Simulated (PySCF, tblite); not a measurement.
# C5H4ClO2−: dynamics, then NMR shifts on frames, part 1 of 2

How do NMR shifts of C5H4ClO2− (`C[C@@H](Cl)C#CC(=O)[O-]`) change as the atoms move?

Programs: tblite 0.8.0 and PySCF 2.14.0, with density-fitted response routines of our own. Each step states its level of theory. These are calculated values for one molecule in the gas phase, unless marked as measured. Atoms count from 0, in the outputs and in this text.

## Step 1: Starting geometry

12 atoms, charge -1, multiplicity 1; geometry from: GFN2-xTB.

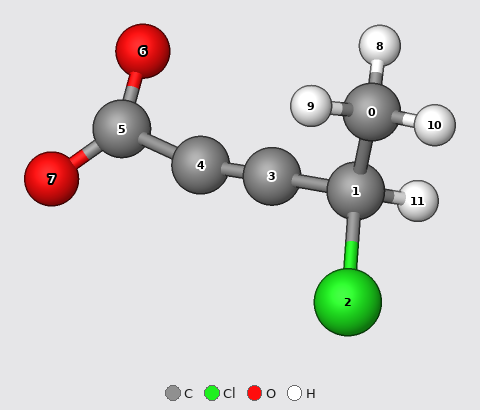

As it starts; carbon grey, chlorine green, oxygen red, hydrogen white, atoms numbered.

## Step 2: A short Langevin run with GFN2-xTB

The job: settings as JSON, then the geometry in Å.

```
{"job": {"kind": "md", "xc": "GFN2-xTB", "basis": "xTB", "temperature": 300, "steps": 2000, "every": 50, "frames": 5}, "charge": -1, "multiplicity": 1}
C     -1.828294    -0.522198     0.569491
C     -1.042644     0.209242    -0.507144
Cl    -1.756775     1.892106    -0.674692
C      0.364110     0.283636    -0.203241
C      1.536894     0.372039     0.068205
C      3.006303     0.117234     0.414737
O      3.229358    -1.095387     0.511587
O      3.733276     1.099085     0.545720
H     -1.446981    -1.538863     0.652031
H     -1.696604    -0.026652     1.529091
H     -2.889522    -0.551049     0.325533
H     -1.207922    -0.239877    -1.492625
```

Method: GFN2-xTB Langevin dynamics, gas phase.

Command:

```
> OMP_NUM_THREADS=1 python probes_run.py task.json out
```

This one command runs all jobs of the session in turn.

The log of the run:

```text
t/fs     T/K      E/eV
    0.0   261.5   -696.73167
   25.0   252.5   -696.47386
   50.0   326.3   -696.37537
   75.0   339.2   -696.43286
  100.0   210.2   -696.35303
  125.0   278.8   -696.30168
  150.0   254.3   -696.33297
  175.0   214.8   -696.21380
  200.0   331.2   -696.28296
  225.0   296.5   -696.29342
  250.0   299.0   -696.38951
  275.0   380.2   -696.52589
  300.0   373.2   -696.42873
  325.0   311.9   -696.30260
  350.0   371.2   -696.44328
  375.0   206.8   -696.22584
  400.0   334.1   -696.37766
  425.0   312.7   -696.42127
  450.0   351.0   -696.35375
  475.0   382.9   -696.36358
  500.0   352.5   -696.40316
  525.0   321.8   -696.33761
  550.0   304.3   -696.32149
  575.0   264.2   -696.39495
  600.0   284.7   -696.34917
  625.0   268.4   -696.36065
  650.0   279.1   -696.44104
  675.0   301.4   -696.44283
  700.0   296.3   -696.44452
  725.0   255.1   -696.42444
  750.0   171.8   -696.43895
  775.0   183.2   -696.36526
  800.0   178.3   -696.40465
  825.0   177.4   -696.29192
  850.0   254.5   -696.41409
  875.0   198.7   -696.36684
  900.0   210.1   -696.39428
  925.0   259.8   -696.49662
  950.0   210.0   -696.37267
  975.0   330.9   -696.51954
 1000.0   259.7   -696.34319
```

Run time: 12 s. Hardware: 1 thread of Arm Neoverse V1, shared host; peak memory 0.18 GiB.

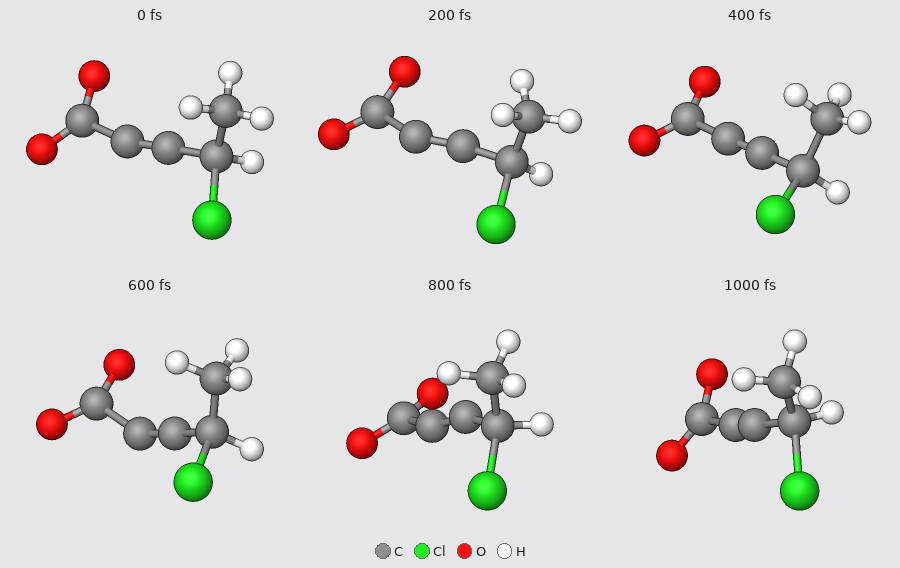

Frames of the run.

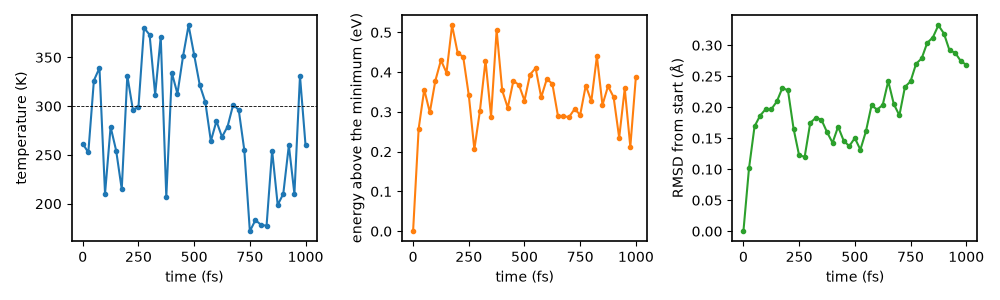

Temperature, potential energy and distance from the start.

Positions (Å) and forces (eV/Å) at 1000 fs:

```xyz
12

C    -2.148   -0.556    1.895   -1.474    0.356   -1.272
C    -1.581   -0.199    0.522    1.714    1.300    0.563
Cl   -2.355    1.450    0.032    0.234   -0.736    0.084
C    -0.106   -0.060    0.348   -0.072   -0.712   -0.253
C     1.026   -0.216   -0.086   -1.340    0.728    0.699
C     2.522   -0.391   -0.320   -0.519   -2.122    0.260
O     2.817   -1.605   -0.225   -0.046    0.713   -0.029
O     3.193    0.586   -0.559    0.636    1.131   -0.217
H    -2.054   -1.605    2.083   -0.151   -0.725   -0.188
H    -1.686   -0.091    2.711    0.789    1.086    0.893
H    -3.232   -0.236    1.867    0.981   -0.611    0.236
H    -1.861   -0.924   -0.201   -0.752   -0.409   -0.776
```

## Step 3: Shielding tensors: 250 fs, PBE0/pcSseg-1

The job: settings as JSON, then the geometry in Å.

```
{"job": {"kind": "nmr", "xc": "PBE0", "basis": "pcSseg-1", "pop": false}, "charge": -1, "multiplicity": 1}
C     -2.260000    -0.322600     0.452500
C     -1.354900     0.541900    -0.468600
Cl    -1.861700     2.188500    -0.131700
C      0.024100     0.357800     0.034900
C      1.120500     0.391800     0.473400
C      2.572700    -0.019900     0.716000
O      2.697500    -1.267600     0.601600
O      3.394500     0.882400     0.999600
H     -2.022400    -1.384000     0.352600
H     -2.018000     0.019100     1.447800
H     -3.313400    -0.103200     0.271000
H     -1.309500     0.394200    -1.573800
```

With the program's defaults for keys left out, this is: GIAO PBE0/pcSseg-1 NMR shielding, non-relativistic, gas phase.

The log of the run:

```text
coarse grid: 11712 points
cycle   1  E = -802.6588319030  dE =  1.223e+00  |g| = 1.121e+00  |ddm| = 3.399e+00
cycle   2  E = -801.4306859518  dE =  1.228e+00  |g| = 2.441e+00  |ddm| = 6.276e+00
cycle   3  E = -802.8524219376  dE = -1.422e+00  |g| = 4.365e-01  |ddm| = 5.835e+00
cycle   4  E = -802.8985927243  dE = -4.617e-02  |g| = 2.135e-01  |ddm| = 6.173e-01
cycle   5  E = -802.9048202149  dE = -6.227e-03  |g| = 1.267e-01  |ddm| = 3.529e-01
cycle   6  E = -802.9082885508  dE = -3.468e-03  |g| = 2.355e-02  |ddm| = 1.465e-01
cycle   7  E = -802.9083935289  dE = -1.050e-04  |g| = 1.084e-02  |ddm| = 3.646e-02
cycle   8  E = -802.9084154675  dE = -2.194e-05  |g| = 4.734e-03  |ddm| = 1.357e-02
cycle   9  E = -802.9084197275  dE = -4.260e-06  |g| = 1.171e-03  |ddm| = 5.244e-03
final grid: 111696 points
cycle  10  E = -802.9774139521  dE = -1.787e-05  |g| = 1.186e-02  |ddm| = 3.915e-02
cycle  11  E = -802.9773695081  dE =  4.444e-05  |g| = 1.905e-02  |ddm| = 3.278e-02
cycle  12  E = -802.9774396914  dE = -7.018e-05  |g| = 1.724e-03  |ddm| = 2.166e-02
cycle  13  E = -802.9774402341  dE = -5.427e-07  |g| = 6.750e-04  |ddm| = 1.638e-03
cycle  14  E = -802.9774403264  dE = -9.229e-08  |g| = 1.861e-04  |ddm| = 6.967e-04
cycle  15  E = -802.9774403346  dE = -8.197e-09  |g| = 4.310e-05  |ddm| = 2.019e-04
cycle  16  E = -802.9774403349  dE = -3.320e-10  |g| = 1.962e-05  |ddm| = 6.254e-05
converged SCF energy = -802.9774403349

GIAO shielding tensors (ppm)
atom      isotropic    diamagn.    paramagn.     s11        s22        s33       span
  0 C      149.408     246.683     -97.275    125.716    140.958    181.549     55.833
  1 C      136.770     242.381    -105.611    115.956    130.131    164.224     48.268
  2 Cl     729.464    1146.608    -417.144    512.792    628.931   1046.668    533.876
  3 C      107.596     267.879    -160.283     29.022     40.610    253.156    224.134
  4 C       84.167     263.518    -179.351    -12.363     24.406    240.457    252.821
  5 C       24.613     246.365    -221.752    -82.180     50.991    105.028    187.208
  6 O      -75.501     409.462    -484.963   -314.921    -54.432    142.851    457.772
  7 O      -36.115     405.626    -441.740   -267.600    -73.236    232.492    500.091
  8 H       29.805      29.338       0.467     25.593     27.510     36.313     10.721
  9 H       29.967      29.836       0.131     27.842     29.468     32.592      4.751
 10 H       30.337      29.501       0.835     26.278     28.590     36.142      9.863
 11 H       26.670      28.281      -1.611     21.939     25.957     32.113     10.173
```

It took 17 s on 1 thread of Arm Neoverse V1, shared host; peak memory 0.73 GiB.

The references, computed at this level on geometries of the same kind, shield at (ppm): 1H TMS 31.72, 13C TMS 186.9, 17O H2O 336.1, 35Cl HCl 950. Their shielding less the atom's gives the shift. The references are single molecules in the gas phase, so shifts against H2O, NH3, PH3, H3PO4 or CFCl3 are not on the usual liquid scales and can be off by tens of ppm. Each atom is listed at this fixed geometry, with no averaging over motion; a spectrum would average atoms that exchange fast.

```
atoms                                    environment  σ (ppm)  δ (ppm)
   C5                             carboxylate carbon     24.6    162.3
   C4                                  alkyne carbon     84.2    102.8
   C3                                  alkyne carbon    107.6     79.3
   C1                propargylic sp3 CH bonded to Cl    136.8     50.2
   C0                                  methyl carbon    149.4     37.5
  H11  hydrogen on a propargylic sp3 CH bonded to Cl    26.67     5.05
   H8                    hydrogen on a methyl carbon    29.81     1.91
   H9                    hydrogen on a methyl carbon    29.97     1.75
  H10                    hydrogen on a methyl carbon    30.34     1.38
  Cl2                           chlorine bonded to C      729      220
   O6                             carboxylate oxygen    -75.5    411.6
   O7                             carboxylate oxygen    -36.1    372.2
```

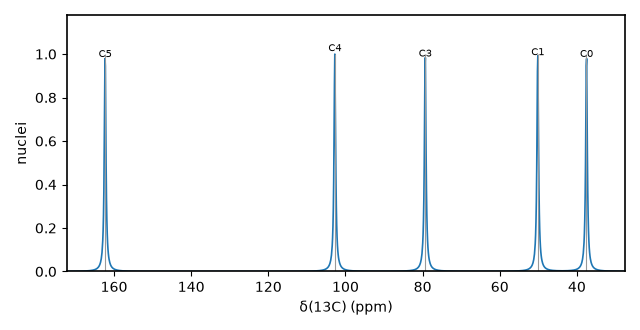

13C lines at the computed shifts, without couplings. Lines are broadened to a width of 0.50 ppm (Lorentzian).

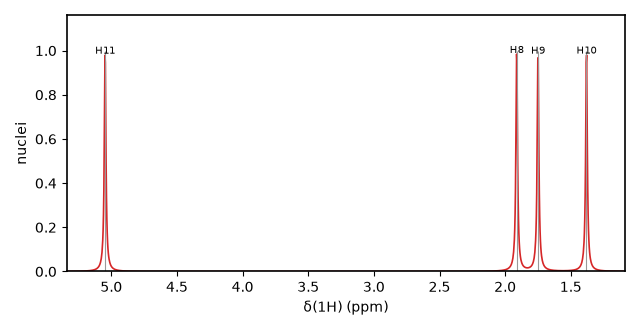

1H lines at the computed shifts, without couplings. Lines are broadened to a width of 0.01 ppm (Lorentzian).

## Step 4: Shielding tensors: 425 fs, PBE0/pcSseg-1

The job: settings as JSON, then the geometry in Å.

```
{"job": {"kind": "nmr", "xc": "PBE0", "basis": "pcSseg-1", "pop": false}, "charge": -1, "multiplicity": 1}
C     -2.310200    -0.864400     0.704300
C     -1.590700     0.244200    -0.062500
Cl    -2.118100     1.948700     0.560100
C     -0.156700     0.182100     0.026900
C      0.999500     0.037900     0.332200
C      2.471400    -0.311700     0.403700
O      2.644700    -1.504600     0.131800
O      3.133700     0.662400     0.716300
H     -2.037200    -1.768000     0.118800
H     -1.882300    -1.050100     1.764400
H     -3.386200    -0.752300     0.752200
H     -2.009700     0.233300    -1.050000
```

Level: GIAO PBE0/pcSseg-1 NMR shielding, non-relativistic, gas phase.

The log of the run:

```text
coarse grid: 11712 points
cycle   1  E = -802.6842953821  dE =  1.193e+00  |g| = 1.089e+00  |ddm| = 3.439e+00
cycle   2  E = -801.7173076126  dE =  9.670e-01  |g| = 2.249e+00  |ddm| = 4.259e+00
cycle   3  E = -802.8684052232  dE = -1.151e+00  |g| = 4.053e-01  |ddm| = 3.731e+00
cycle   4  E = -802.9085475838  dE = -4.014e-02  |g| = 2.036e-01  |ddm| = 5.892e-01
cycle   5  E = -802.9148231700  dE = -6.276e-03  |g| = 1.142e-01  |ddm| = 2.772e-01
cycle   6  E = -802.9178562951  dE = -3.033e-03  |g| = 1.947e-02  |ddm| = 1.123e-01
cycle   7  E = -802.9179457673  dE = -8.947e-05  |g| = 7.101e-03  |ddm| = 2.765e-02
cycle   8  E = -802.9179557786  dE = -1.001e-05  |g| = 2.779e-03  |ddm| = 8.890e-03
cycle   9  E = -802.9179570134  dE = -1.235e-06  |g| = 1.356e-03  |ddm| = 3.209e-03
final grid: 111696 points
cycle  10  E = -802.9863741766  dE = -1.701e-05  |g| = 1.151e-02  |ddm| = 4.218e-02
cycle  11  E = -802.9863301727  dE =  4.400e-05  |g| = 1.900e-02  |ddm| = 2.758e-02
cycle  12  E = -802.9863972587  dE = -6.709e-05  |g| = 2.512e-03  |ddm| = 1.808e-02
cycle  13  E = -802.9863983512  dE = -1.093e-06  |g| = 8.061e-04  |ddm| = 2.413e-03
cycle  14  E = -802.9863984631  dE = -1.119e-07  |g| = 1.418e-04  |ddm| = 7.272e-04
cycle  15  E = -802.9863984675  dE = -4.407e-09  |g| = 4.108e-05  |ddm| = 1.715e-04
cycle  16  E = -802.9863984678  dE = -3.147e-10  |g| = 1.945e-05  |ddm| = 5.535e-05
converged SCF energy = -802.9863984678

GIAO shielding tensors (ppm)
atom      isotropic    diamagn.    paramagn.     s11        s22        s33       span
  0 C      148.557     248.096     -99.539    129.678    138.613    177.380     47.701
  1 C      122.194     245.354    -123.160     85.060    116.726    164.796     79.736
  2 Cl     666.346    1146.793    -480.448    348.999    564.329   1085.710    736.711
  3 C      115.236     263.833    -148.598     36.907     54.336    254.463    217.556
  4 C       71.942     265.808    -193.866    -13.157     13.948    215.035    228.192
  5 C       33.829     249.030    -215.201    -71.637     55.217    117.906    189.543
  6 O      -25.488     408.796    -434.284   -273.647     18.358    178.826    452.473
  7 O      -20.067     406.744    -426.811   -278.564     -9.417    227.781    506.345
  8 H       29.429      29.703      -0.274     25.665     27.368     35.253      9.588
  9 H       28.270      28.113       0.157     25.773     27.104     31.931      6.158
 10 H       30.205      29.096       1.109     26.296     28.340     35.979      9.683
 11 H       27.205      30.643      -3.438     23.531     26.645     31.439      7.908
```

It took 16 s on 1 thread of Arm Neoverse V1, shared host; peak memory 0.75 GiB.

In short: δ C5 153.1, C4 115.0, C3 71.7, C1 64.7, H11 4.51, H9 3.45 ppm.

(Continued in part 2 of 2.)
